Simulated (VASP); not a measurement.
Band structure of TaTe (relaxed from the zinc blende structure, space group F-43m). These are PBEsol GGA, VASP's PBE PAW potentials (set 64) (plane waves; VASP 6.6.1) values and carry that method's errors.

Unless said otherwise, spin-orbit coupling is left out, though it shifts the bands of the heavy elements here.

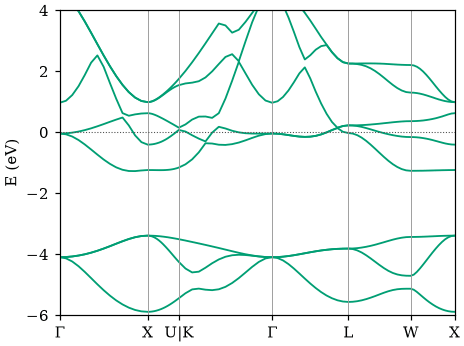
Fig. 1. Bands along high-symmetry lines, zero at the valence-band maximum or, without a gap, the Fermi level

**Question.** Read the plot: is there a gap, and where are the band edges?

**Answer.** It has no gap at this level: it comes out as a metal or semimetal. (Edges off the drawn lines would not show.)

The structure was generated: TaTe was put into the zinc blende type (F-43m), which need not be its known phase. It was relaxed first, which changed the volume by -34 %. The electron count is odd and the run is not spin-polarised, which forces a metal.
